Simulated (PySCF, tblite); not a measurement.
# Al₄H₇N₄O−, a small gas-phase stand-in for a defect centre (AlN cube): NMR shifts, core binding energies and electronic excitations, part 2 of 2

tblite 0.8.0 and PySCF 2.14.0. Atoms count from 0, parts from 1. Earlier steps stand in the parts before.

## (5) Core holes by ΔSCF: SCAN, X2C

What the job is given:

```
{"job": {"kind": "xps", "holes": 5, "basis": "aug-pcX-2", "basis_other": "aug-pcseg-1"}, "charge": -1, "multiplicity": 1}
Al     0.196214    -1.661206     0.006647
N      1.478787    -0.412625     0.648718
Al     0.142291     0.585676     1.561279
N     -1.187488    -0.701094     0.972452
Al    -1.512439     0.382191    -0.605761
N     -0.188978    -0.617195    -1.534839
Al     1.230009     0.727486    -1.006397
O      2.378142     1.410349    -1.952775
N     -0.245314     1.647704     0.033144
H      0.331029    -3.257820     0.052757
H      2.445383    -0.569781     0.913241
H      0.228222     1.106564     3.074917
H     -1.898355    -1.125799     1.558333
H     -2.990152     0.709898    -1.133379
H     -0.164402    -0.888584    -2.511935
H     -0.252582     2.658372    -0.053530
```

Method: delta-SCF UKS SCAN, aug-pcX-2 on the ionised atom, aug-pcseg-1 elsewhere, spin-free X2C.

Standard output:

```text
ground state, core basis on atom 0 (Al), 335 functions
  cycle   1  E = -1269.72463205  |g| = 1.51e+00
  cycle   2  E = -1258.76848997  |g| = 3.63e+00
  cycle   3  E = -1269.51835654  |g| = 1.59e+00
  cycle   4  E = -1269.96556176  |g| = 9.62e-01
  cycle   5  E = -1270.20939879  |g| = 3.91e-01
  cycle   6  E = -1270.16643897  |g| = 6.13e-01
  cycle   7  E = -1270.25033379  |g| = 7.75e-02
  cycle   8  E = -1270.25160910  |g| = 3.27e-02
  cycle   9  E = -1270.25182606  |g| = 9.59e-03
  cycle  10  E = -1270.25184329  |g| = 2.65e-03
  cycle  11  E = -1270.25184550  |g| = 7.29e-04
  cycle  12  E = -1270.25184719  |g| = 2.30e-04
  E(ground) = -1270.36127164 Eh
hole in Al 2p of atom 0
  cycle   1  E = -1267.15882045  |g| = 1.09e+00
  cycle   2  E = -1260.09777900  |g| = 3.01e+00
  cycle   3  E = -1266.78061135  |g| = 1.22e+00
  cycle   4  E = -1267.43140725  |g| = 1.97e-01
  cycle   5  E = -1267.43678995  |g| = 1.58e-01
  cycle   6  E = -1267.44766038  |g| = 8.55e-02
  cycle   7  E = -1267.45107606  |g| = 2.62e-02
  cycle   8  E = -1267.45136820  |g| = 7.66e-03
  cycle   9  E = -1267.45139157  |g| = 3.99e-03
  cycle  10  E = -1267.45139830  |g| = 8.21e-04
  cycle  11  E = -1267.45139989  |g| = 3.19e-04
  E(ion) = -1267.56809679 Eh   <S^2> = 0.7516   hole on atom = 1.004   binding energy = 76.006 eV
  2p3/2 = 75.936 eV   2p1/2 = 76.370 eV
ground state, core basis on atom 3 (N), 324 functions
  cycle   1  E = -1270.19428033  |g| = 7.28e-02
  cycle   2  E = -1270.19427805  |g| = 1.13e-02
  cycle   3  E = -1270.19416248  |g| = 2.50e-02
  cycle   4  E = -1270.19429996  |g| = 6.36e-03
  cycle   5  E = -1270.19431460  |g| = 1.40e-03
  cycle   6  E = -1270.19431282  |g| = 2.83e-04
  E(ground) = -1270.33690193 Eh
hole in N 1s of atom 3
  cycle   1  E = -1254.77467357  |g| = 1.87e+00
  cycle   2  E = -1247.45845774  |g| = 3.19e+00
  cycle   3  E = -1254.02604806  |g| = 1.66e+00
  cycle   4  E = -1255.37939445  |g| = 4.34e-01
  cycle   5  E = -1255.45063042  |g| = 3.35e-01
  cycle   6  E = -1255.49589853  |g| = 1.36e-01
  cycle   7  E = -1255.50459304  |g| = 2.33e-02
  cycle   8  E = -1255.50490509  |g| = 8.20e-03
  cycle   9  E = -1255.50492250  |g| = 5.99e-03
  cycle  10  E = -1255.50493807  |g| = 6.17e-04
  cycle  11  E = -1255.50493930  |g| = 3.68e-04
  E(ion) = -1255.64684090 Eh   <S^2> = 0.7665   hole on atom = 1.000   binding energy = 399.737 eV
ground state, core basis on atom 5 (N), 324 functions
  cycle   1  E = -1270.19423874  |g| = 7.27e-02
  cycle   2  E = -1270.19424991  |g| = 1.28e-02
  cycle   3  E = -1270.19414799  |g| = 2.48e-02
  cycle   4  E = -1270.19427435  |g| = 8.58e-03
  cycle   5  E = -1270.19428857  |g| = 1.31e-03
  cycle   6  E = -1270.19428800  |g| = 2.91e-04
  E(ground) = -1270.33696930 Eh
hole in N 1s of atom 5
  cycle   1  E = -1254.78456518  |g| = 1.87e+00
  cycle   2  E = -1251.29223826  |g| = 2.89e+00
  cycle   3  E = -1254.79085412  |g| = 1.24e+00
  cycle   4  E = -1255.40964283  |g| = 5.24e-01
  cycle   5  E = -1255.49607984  |g| = 2.12e-01
  cycle   6  E = -1255.51280137  |g| = 1.07e-01
  cycle   7  E = -1255.51803700  |g| = 2.77e-02
  cycle   8  E = -1255.51838755  |g| = 6.41e-03
  cycle   9  E = -1255.51840563  |g| = 3.47e-03
  cycle  10  E = -1255.51840976  |g| = 1.43e-03
  cycle  11  E = -1255.51841044  |g| = 5.15e-04
  cycle  12  E = -1255.51840921  |g| = 1.43e-04
  E(ion) = -1255.66075192 Eh   <S^2> = 0.7667   hole on atom = 1.000   binding energy = 399.360 eV
ground state, core basis on atom 6 (Al), 335 functions
  cycle   1  E = -1270.25669877  |g| = 2.36e-01
  cycle   2  E = -1270.25673789  |g| = 3.62e-02
  cycle   3  E = -1270.25672703  |g| = 3.06e-02
  cycle   4  E = -1270.25687919  |g| = 1.15e-02
  cycle   5  E = -1270.25690504  |g| = 3.64e-03
  cycle   6  E = -1270.25691033  |g| = 8.62e-04
  cycle   7  E = -1270.25690948  |g| = 1.05e-04
  E(ground) = -1270.36496533 Eh
hole in Al 2p of atom 6
  cycle   1  E = -1267.22262471  |g| = 1.10e+00
  cycle   2  E = -1267.10718443  |g| = 1.06e+00
  cycle   3  E = -1267.40623621  |g| = 4.95e-01
  cycle   4  E = -1267.49126772  |g| = 2.31e-01
  cycle   5  E = -1267.51165362  |g| = 6.87e-02
  cycle   6  E = -1267.51375866  |g| = 2.65e-02
  cycle   7  E = -1267.51408535  |g| = 6.17e-03
  cycle   8  E = -1267.51410324  |g| = 1.04e-03
  cycle   9  E = -1267.51410474  |g| = 3.77e-04
  E(ion) = -1267.63089415 Eh   <S^2> = 0.7518   hole on atom = 1.004   binding energy = 74.398 eV
  2p3/2 = 74.394 eV   2p1/2 = 74.851 eV
ground state, core basis on atom 7 (O), 324 functions
  cycle   1  E = -1270.20734090  |g| = 1.22e-01
  cycle   2  E = -1270.19327877  |g| = 2.74e-01
  cycle   3  E = -1270.20765196  |g| = 6.67e-02
  cycle   4  E = -1270.20854554  |g| = 1.15e-02
  cycle   5  E = -1270.20857964  |g| = 2.06e-03
  cycle   6  E = -1270.20858124  |g| = 8.68e-04
  cycle   7  E = -1270.20858063  |g| = 2.51e-04
  E(ground) = -1270.35035443 Eh
hole in O 1s of atom 7
  cycle   1  E = -1249.90144704  |g| = 2.24e+00
  cycle   2  E = -1249.53803595  |g| = 2.22e+00
  cycle   3  E = -1250.75494889  |g| = 3.15e-01
  cycle   4  E = -1250.76256160  |g| = 1.90e-01
  cycle   5  E = -1250.77952868  |g| = 4.32e-02
  cycle   6  E = -1250.78042503  |g| = 4.87e-03
  cycle   7  E = -1250.78043688  |g| = 3.06e-03
  cycle   8  E = -1250.78044014  |g| = 1.52e-03
  cycle   9  E = -1250.78044138  |g| = 7.99e-04
  cycle  10  E = -1250.78043719  |g| = 2.14e-04
  E(ion) = -1250.92392573 Eh   <S^2> = 0.7666   hole on atom = 1.000   binding energy = 528.620 eV
```

Wall time 2.6 min (1 thread of Arm Neoverse V2, shared host); peak memory 1.2 GiB.

Binding energies by hole, beside the orbital energy of the ground state; the difference holds orbital relaxation and, for a density functional, its self-interaction error:

```tsv
hole	stands for	environment	ΔSCF (eV; 2p as the shell's mean)	−ε (eV)	⟨S²⟩
Al2p on Al0	Al0, Al2, Al4		76.08	66.6	0.752
N1s on N3	N3	nitrogen bonded to 3 Al, H	399.74	381.4	0.766
N1s on N5	N1, N5, N8	nitrogen bonded to 3 Al, H	399.36	381.2	0.767
Al2p on Al6	Al6		74.55	65.0	0.752
O1s on O7	O7	oxygen bonded to Al	528.62	508.5	0.767
```

Each hole run stands for the others of its class of like atoms.

With the spin-orbit splitting: Al0 2p3/2 75.94, 2p1/2 76.37 eV; Al6 2p3/2 74.39, 2p1/2 74.85 eV. The table gives each 2p level as the mean over the whole 2p shell (two parts 2p3/2, one part 2p1/2), which differs a little from the single hole in the log.

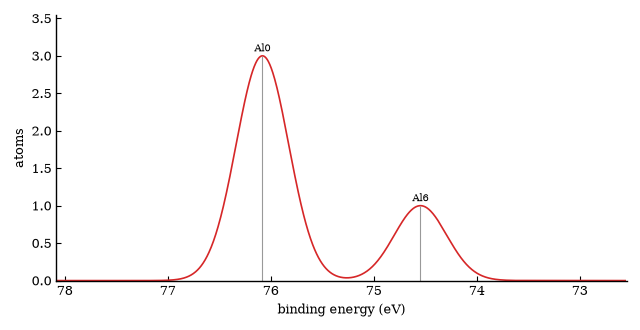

The Al2p photoelectron lines, weighted by the number of atoms. Lines are broadened to a width of 0.60 eV (Gaussian).

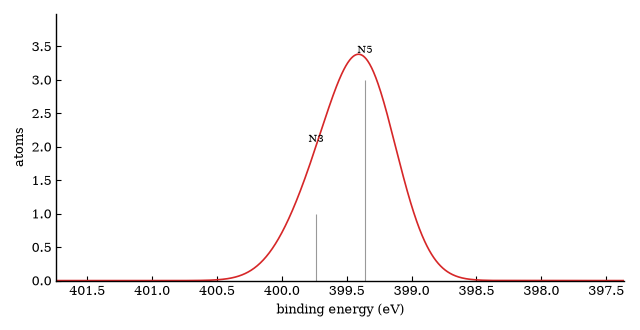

The N1s photoelectron lines, weighted by the number of atoms. Lines are broadened to a width of 0.60 eV (Gaussian).

## (6) Ultraviolet spectrum: CAM-B3LYP/def2-SVPD

The job, as its differences from that of step 5:

```diff
@@ -1,2 +1,2 @@
-{"job": {"kind": "xps", "holes": 5, "basis": "aug-pcX-2", "basis_other": "aug-pcseg-1"}, "charge": -1, "multiplicity": 1}
+{"job": {"kind": "uv", "xc": "CAM-B3LYP", "basis": "def2-SVPD", "nstates": 6, "ntriplets": 2, "ip": true}, "charge": -1, "multiplicity": 1}
 Al     0.196214    -1.661206     0.006647
```

Method: TDDFT CAM-B3LYP/def2-SVPD, vertical, gas phase, core orbitals frozen in the response.

Standard output:

```text
coarse grid: 16176 points
cycle   1  E = -1267.4104077747  dE =  1.312e+00  |g| = 1.376e+00  |ddm| = 1.084e+01
cycle   2  E = -1257.8865799915  dE =  9.524e+00  |g| = 3.189e+00  |ddm| = 1.584e+02
cycle   3  E = -1267.3553727481  dE = -9.469e+00  |g| = 1.376e+00  |ddm| = 1.583e+02
cycle   4  E = -1267.6743974033  dE = -3.190e-01  |g| = 7.692e-01  |ddm| = 1.385e+00
cycle   5  E = -1267.8287957744  dE = -1.544e-01  |g| = 3.377e-01  |ddm| = 1.931e+00
cycle   6  E = -1267.8535214632  dE = -2.473e-02  |g| = 1.437e-01  |ddm| = 8.468e-01
cycle   7  E = -1267.8576720501  dE = -4.151e-03  |g| = 2.014e-02  |ddm| = 4.418e-01
cycle   8  E = -1267.8577471119  dE = -7.506e-05  |g| = 9.501e-03  |ddm| = 5.646e-02
cycle   9  E = -1267.8577674743  dE = -2.036e-05  |g| = 2.849e-03  |ddm| = 3.169e-02
cycle  10  E = -1267.8577694719  dE = -1.998e-06  |g| = 5.787e-04  |ddm| = 1.054e-02
final grid: 140344 points
cycle  11  E = -1268.0314886982  dE = -2.088e-05  |g| = 5.230e-03  |ddm| = 1.461e-01
cycle  12  E = -1268.0314815650  dE =  7.133e-06  |g| = 7.972e-03  |ddm| = 1.591e-02
cycle  13  E = -1268.0314944313  dE = -1.287e-05  |g| = 1.099e-03  |ddm| = 1.076e-02
cycle  14  E = -1268.0314946558  dE = -2.245e-07  |g| = 3.095e-04  |ddm| = 1.553e-03
cycle  15  E = -1268.0314946771  dE = -2.132e-08  |g| = 4.828e-05  |ddm| = 7.808e-04
cycle  16  E = -1268.0314946779  dE = -8.272e-10  |g| = 1.537e-05  |ddm| = 5.417e-04
converged SCF energy = -1268.0314946779

Static polarisability (au): isotropic 131.011, principal 130.380 130.417 132.236

Singlet excitations
state   eV       nm        f      main configurations
  1   4.1836    296.4   0.05094   H->L+3 0.75, H->L+6 0.15
  2   4.1840    296.3   0.05086   H-1->L+3 0.75, H-1->L+6 0.15
  3   4.7388    261.6   0.00000   H->L+1 0.42, H-1->L+2 0.36
  4   4.7452    261.3   0.00074   H-1->L+1 0.36, H->L+2 0.35, H-1->L 0.10
  5   4.7458    261.3   0.00076   H-1->L+2 0.39, H->L+1 0.34, H->L 0.09
  6   4.7779    259.5   0.00000   H->L 0.84

Triplet excitations (Tamm-Dancoff, eV): 4.0163 4.0168
Vertical ionisation energy (delta-SCF) = 3.4330 eV
```

Wall time 3.1 min (1 thread of Arm Neoverse V2, shared host); peak memory 1.4 GiB.

Frontier orbitals and where they lie:

```tsv
orbital	eV	atoms
HOMO−3	-5.39	N8 28 %, N5 25 %, N3 10 %
HOMO−2	-3.97	O7 80 %, Al6 11 %
HOMO−1	-2.91	O7 82 %, Al6 12 %
HOMO	-2.91	O7 82 %, Al6 12 %
LUMO	3.36	Al2 24 %, Al0 24 %, Al4 24 %
LUMO+1	3.75	Al4 35 %, Al0 23 %, Al2 16 %
LUMO+2	3.76	Al2 33 %, Al0 26 %, Al4 14 %
```

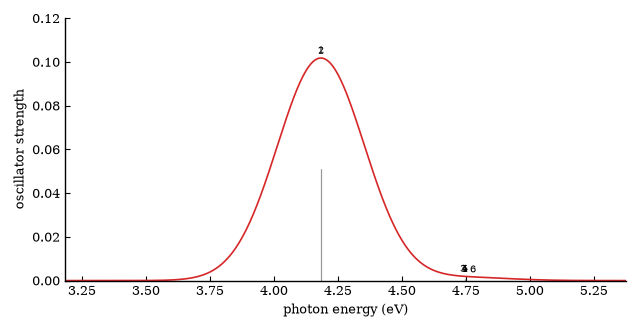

Absorption spectrum from the 6 singlet states computed; above the last one it falls off for lack of states. Lines are broadened to a width of 0.40 eV (Gaussian).

Further results of this job:

```tsv
property	computed
polarisability (Å³)	19.41
HOMO–LUMO gap (eV)	6.27
−ε(HOMO) (eV)	2.91
```

## (7) Summary of results

The summary covers parts 1 to 2.

| quantity | value |
| --- | --- |
| point group | C3v |
| rotational constants (main isotopes) | 1.42, 0.97, 0.97 GHz |
| shieldings of H, Al, N, O (PBE0/aug-pcSseg-1, a mean where the table joins atoms) | H9 26.7, H10 30.8, H12 31.3, Al0 445.6, Al6 482.7, N1 199.9, N3 214.6, O7 203.4 ppm |
| Al2p binding energies, SCAN/aug-pcX-2 | Al0 76.08, Al6 74.55 eV |
| N1s binding energies, SCAN/aug-pcX-2 | N3 399.74, N5 399.36 eV |
| O1s binding energies, SCAN/aug-pcX-2 | O7 528.62 eV |
| lowest singlet (CAM-B3LYP/def2-SVPD) | 4.18 eV (296 nm), f = 0.051 |
| lowest triplet | 4.02 eV |
| vertical ionisation energy (ΔSCF) | 3.43 eV |

What this shows: The start of the PBE0/def2-SVP relaxation was shaken at random by about 0.01 Å, so part of the energy gained, and of the first lengths quoted, undoes that. Over 9 steps the energy fell by 0.449 eV; of the close pairs, Al6–N8 changed most, 2.128 to 2.026 Å (PBE0/def2-SVP). At PBE0/aug-pcSseg-1: Shielding is most anisotropic at Al6 (span 224 ppm, paramagnetic term -319 ppm). At SCAN/aug-pcX-2: The Al2p levels kept as sound span 1.53 eV, from Al6 up to Al0. At SCAN/aug-pcX-2: N3 (nitrogen bonded to 3 Al, H) binds its N1s electron 0.38 eV more tightly than N5 (nitrogen bonded to 3 Al, H). The lowest singlet, at 4.18 eV, is HOMO→LUMO+3 0.75, HOMO→LUMO+6 0.15 and is bright; of the 6 states computed, the strongest absorption comes from states 1 to 2 together at 4.18 eV. The lowest triplet lies 0.17 eV below the lowest singlet (triplets in Tamm-Dancoff, singlets in full TDDFT). In the gas-phase run even the lowest singlet lies above the computed detachment energy of this anion, so its states are not to be taken as bound. At CAM-B3LYP/def2-SVPD, all states lie near or above the ionisation energy, where they hang on the basis. ΔSCF puts the ionisation energy at 3.43 eV, 0.53 eV above −ε(HOMO). A capped cluster stands for the solid here, so long-range fields and strain are missing, and bands or shifts of the capping hydrogens have no counterpart in it.
